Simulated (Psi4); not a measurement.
# [OF2]+ (SMILES F[O+]F) at UBHLYP/cc-pVTZ

What is the energy change on altering one bond length of [OF2]+ at UBHLYP/cc-pVTZ? 

The calculation is run with Psi4 1.11.

1 further run of the same task is left out (it didn't finish).

**1. The system as given**

The species is [OF2]+ (3 atoms), meant as a doublet with charge +1. As SMILES, `F[O+]F`. Geometry: relaxed at PBE0-D4/def2-TZVP.

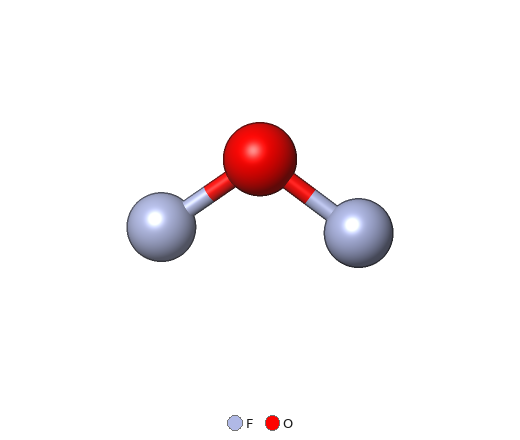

Viewed from a chosen angle; fluorine light blue, oxygen red.

**2. Energy and gradient at UBHLYP/cc-pVTZ**

f2o.json reads:

```json
{
  "schema_name": "qcschema_input",
  "schema_version": 1,
  "molecule": {
    "schema_name": "qcschema_molecule",
    "schema_version": 2,
    "symbols": ["F", "O", "F"],
    "geometry": [1.73892598, -0.58394427, 0.89461524, 0.00120942, 0.95470854, 0.10520105, -1.7401354, -0.37074537, -0.9998352],
    "molecular_charge": 1,
    "molecular_multiplicity": 2,
    "fix_symmetry": "c1"
  },
  "driver": "gradient",
  "model": {
    "method": "bhhlyp",
    "basis": "cc-pVTZ"
  },
  "keywords": {
    "reference": "uks",
    "puream": true,
    "e_convergence": 1e-09,
    "d_convergence": 1e-08,
    "scf_type": "pk",
    "dft_radial_points": 99,
    "dft_spherical_points": 590,
    "maxiter": 100,
    "scf_properties": ["WIBERG_LOWDIN_INDICES", "DIPOLE", "LOWDIN_CHARGES"]
  }
}
```

Launch:

```
$ psi4 --qcschema f2o.json -n 1 --memory 2200MB
```

stdout, shortened:

```text
[...]
  Running in c1 symmetry.
[...]
  Nuclear repulsion =   79.155290790406781
[...]
  Multiplicity = 2
[...]
  Nalpha       = 13
  Nbeta        = 12
[...]
    Number of basis functions: 90
[...]
   @UKS iter   1:  -274.01097395157490    4.07960e-01   7.13937e-03 DIIS/ADIIS
[...]
   @UKS iter  15:  -274.15874485590842   -4.54747e-12   4.93962e-09 DIIS
[...]
   @S^2 Observed:                7.569259134E-01
[...]
    Orbital Energies [Eh]
    ---------------------
    Alpha Occupied:
       1A    -25.830560     2A    -25.830545     3A    -20.438782
       4A     -2.021552     5A     -1.840441     6A     -1.498218
       7A     -1.163637     8A     -1.151322     9A     -1.118481
      10A     -0.991992    11A     -0.942166    12A     -0.934573
      13A     -0.885503
    Alpha Virtual:
      14A     -0.359028    15A     -0.306695    16A      0.231866
      17A      0.237463    18A      0.237846    19A      0.386584
      20A      0.427174    21A      0.453661    22A      0.491198
      23A      0.500005    24A      0.523066    25A      0.622397
[...]
  @UKS Final Energy:  -274.15874485590842
   => Energetics <=
    Nuclear Repulsion Energy =             79.1552907904067808
    One-Electron Energy =                -527.8889678199439004
    Two-Electron Energy =                 189.4984925927356585
    DFT Exchange-Correlation Energy =     -14.9235604191069271
    Empirical Dispersion Energy =           0.0000000000000000
    VV10 Nonlocal Energy =                  0.0000000000000000
    Total Energy =                       -274.1587448559084237
[...]
 Multipole Moments:
 ------------------------------------------------------------------------------------
     Multipole            Electronic (a.u.)      Nuclear  (a.u.)        Total (a.u.)
 ------------------------------------------------------------------------------------
 L = 1.  Multiply by 2.5417464519 to convert [e a0] to [Debye]
 Dipole X            :         -0.0086703            0.0231422            0.0144720
 Dipole Y            :         -0.1602033            0.4280823            0.2678789
 Dipole Z            :         -0.0000000            0.0000000           -0.0000000
 Magnitude           :                                                    0.2682696
[...]
  -Total Gradient:
     Atom            X                  Y                   Z
    ------   -----------------  -----------------  -----------------
       1        0.012087671614    -0.007712662158     0.000000000000
       2        0.000757579870     0.014077251387    -0.000000000000
       3       -0.012845119156    -0.006362136815     0.000000000000
[...]
```

The result, in JSON:

```text
{
 "driver": "gradient",
 "model": {
  "method": "bhhlyp",
  "basis": "cc-pVTZ"
 },
 "success": true,
 "return_result": [0.012087671614049667, -0.007712662158269115, 4.052862286359137e-14, 0.0007575798701357685, 0.014077251386548612, -5.043746064232536e-14, -0.012845119155751067, -0.006362136815177125, 5.5860423729660814e-15],
 "properties": {
  "calcinfo_nbasis": 90,
  "calcinfo_nmo": 90,
  "calcinfo_nalpha": 13,
  "calcinfo_nbeta": 12,
  "calcinfo_natom": 3,
  "nuclear_repulsion_energy": 79.15529079040678,
  "return_energy": -274.1587448559084,
  "return_gradient": [0.012087671614049667, -0.007712662158269115, 4.052862286359137e-14, 0.0007575798701357685, 0.014077251386548612, -5.043746064232536e-14, -0.012845119155751067, -0.006362136815177125, 5.5860423729660814e-15],
  "scf_one_electron_energy": -527.8889678199439,
  "scf_two_electron_energy": 189.49849259273566,
  "scf_xc_energy": -14.923560419106927,
  "scf_dipole_moment": [0.014471957902362553, 0.26787894856137584, -1.8353740802190995e-15],
  "scf_total_energy": -274.1587448559084,
  "scf_total_gradient": [0.012087671614049667, -0.007712662158269115, 4.052862286359137e-14, 0.0007575798701357685, 0.014077251386548612, -5.043746064232536e-14, -0.012845119155751067, -0.006362136815177125, 5.5860423729660814e-15],
  "scf_iterations": 15
 }
}
```

It took 15 s on 1 thread of Intel Xeon 6975P-C (Granite Rapids), shared host; peak memory 0.73 GiB.

**3. The distorted shape at the same level**

job.json reads:

```json
{
  "schema_name": "qcschema_input",
  "schema_version": 1,
  "molecule": {
    "schema_name": "qcschema_molecule",
    "schema_version": 2,
    "symbols": ["F", "O", "F"],
    "geometry": [3.82416695, -2.43031063, 1.84190283, 0.00120942, 0.95470854, 0.10520105, -1.7401354, -0.37074537, -0.9998352],
    "molecular_charge": 1,
    "molecular_multiplicity": 2,
    "fix_symmetry": "c1",
    "fix_com": true,
    "fix_orientation": true
  },
  "driver": "gradient",
  "model": {
    "method": "bhhlyp",
    "basis": "cc-pVTZ"
  },
  "keywords": {
    "reference": "uks",
    "puream": true,
    "e_convergence": 1e-09,
    "d_convergence": 1e-08,
    "scf_type": "pk",
    "dft_radial_points": 99,
    "dft_spherical_points": 590,
    "maxiter": 100,
    "scf_properties": ["QUADRUPOLE", "MULLIKEN_CHARGES", "DIPOLE"]
  }
}
```

Launch:

```
$ psi4 --qcschema job.json -n 1 --memory 2200MB
```

stdout, shortened:

```text
[...]
  Running in c1 symmetry.
[...]
  Nuclear repulsion =   55.030910798462003
[...]
  Multiplicity = 2
[...]
  Nalpha       = 13
  Nbeta        = 12
[...]
    Number of basis functions: 90
[...]
   @UKS iter   1:  -273.13140494110257    6.44481e-01   1.11440e-02 ADIIS/DIIS
[...]
   @UKS iter  26:  -274.10054094027720   -2.50111e-12   6.44992e-09 DIIS
[...]
   @S^2 Observed:                1.753542714E+00
[...]
  @UKS Final Energy:  -274.10054094027720
   => Energetics <=
    Nuclear Repulsion Energy =             55.0309107984620027
    One-Electron Energy =                -481.4737499923957103
    Two-Electron Energy =                 167.1969471216706893
    DFT Exchange-Correlation Energy =     -14.8546488680142037
    Empirical Dispersion Energy =           0.0000000000000000
    VV10 Nonlocal Energy =                  0.0000000000000000
    Total Energy =                       -274.1005409402771988
[...]
 Multipole Moments:
 ------------------------------------------------------------------------------------
     Multipole            Electronic (a.u.)      Nuclear  (a.u.)        Total (a.u.)
 ------------------------------------------------------------------------------------
 L = 1.  Multiply by 2.5417464519 to convert [e a0] to [Debye]
 Dipole X            :        -19.3023350           18.7659593           -0.5363757
 Dipole Y            :         18.0167527          -17.5718357            0.4449170
 Dipole Z            :         -8.6671767            8.4202171           -0.2469597
 Magnitude           :                                                    0.7393504
 L = 2.  Multiply by 1.3450342976 to convert [e a0^2] to [Debye ang]
 Quadrupole XX       :       -166.4565930          158.8709283           -7.5856647
 Quadrupole XY       :         77.5855465          -77.8296609           -0.2441144
[...]
  -Total Gradient:
     Atom            X                  Y                   Z
    ------   -----------------  -----------------  -----------------
       1        0.000307771449    -0.000350081223     0.000131321504
       2        0.070972876800     0.054777026115     0.045121178916
       3       -0.071277245200    -0.054429705216    -0.045250926784
[...]
```

The result, in JSON:

```text
{
 "driver": "gradient",
 "model": {
  "method": "bhhlyp",
  "basis": "cc-pVTZ"
 },
 "success": true,
 "return_result": [0.00030777144876915777, -0.0003500812231453836, 0.00013132150393254044, 0.07097287680030556, 0.05477702611491361, 0.04512117891616686, -0.07127724520041703, -0.054429705216125085, -0.04525092678399924],
 "properties": {
  "calcinfo_nbasis": 90,
  "calcinfo_nmo": 90,
  "calcinfo_nalpha": 13,
  "calcinfo_nbeta": 12,
  "calcinfo_natom": 3,
  "nuclear_repulsion_energy": 55.030910798462,
  "return_energy": -274.1005409402772,
  "return_gradient": [0.00030777144876915777, -0.0003500812231453836, 0.00013132150393254044, 0.07097287680030556, 0.05477702611491361, 0.04512117891616686, -0.07127724520041703, -0.054429705216125085, -0.04525092678399924],
  "scf_one_electron_energy": -481.4737499923957,
  "scf_two_electron_energy": 167.1969471216707,
  "scf_xc_energy": -14.854648868014204,
  "scf_dipole_moment": [-0.5363756929539818, 0.44491697518914464, -0.2469596796813569],
  "scf_total_energy": -274.1005409402772,
  "scf_total_gradient": [0.00030777144876915777, -0.0003500812231453836, 0.00013132150393254044, 0.07097287680030556, 0.05477702611491361, 0.04512117891616686, -0.07127724520041703, -0.054429705216125085, -0.04525092678399924],
  "scf_iterations": 26
 }
}
```

Wall time 15 s (1 thread of Intel Xeon 6975P-C (Granite Rapids), shared host); peak memory 0.65 GiB.

**4. Summary of results**

At UBHLYP/cc-pVTZ:

| quantity | value |
| --- | --- |
| first shape: total energy | -274.15874 Eh |
| first shape: HOMO energy (highest over α and β) | -24.10 eV |
| first shape: LUMO energy (lowest over α and β) | -14.57 eV |
| first shape: ⟨S²⟩ | 0.757 |
| first shape: largest force on an atom | 0.737 eV/Å |
| distorted shape: total energy | -274.10054 Eh |
| distorted shape: HOMO energy (highest over α and β) | -19.43 eV |
| distorted shape: LUMO energy (lowest over α and β) | -15.70 eV |
| distorted shape: ⟨S²⟩ | 1.754 |
| distorted shape: largest force on an atom | 5.165 eV/Å |
| energy change with the F1–O2 bond stretched from 1.297 to 2.854 Å | 1.584 eV |

What this shows: With the F1–O2 bond stretched from 1.297 to 2.854 Å the energy rises by 1.58 eV (37 kcal/mol). The first shape isn't relaxed at this level, so the change isn't measured from a minimum. The largest force (first shape) is 0.74 eV/Å: the shape isn't a stationary point for this species at this level. ⟨S²⟩ (distorted shape) is 1.75 where a pure doublet has 0.75: the reference is spin-contaminated.
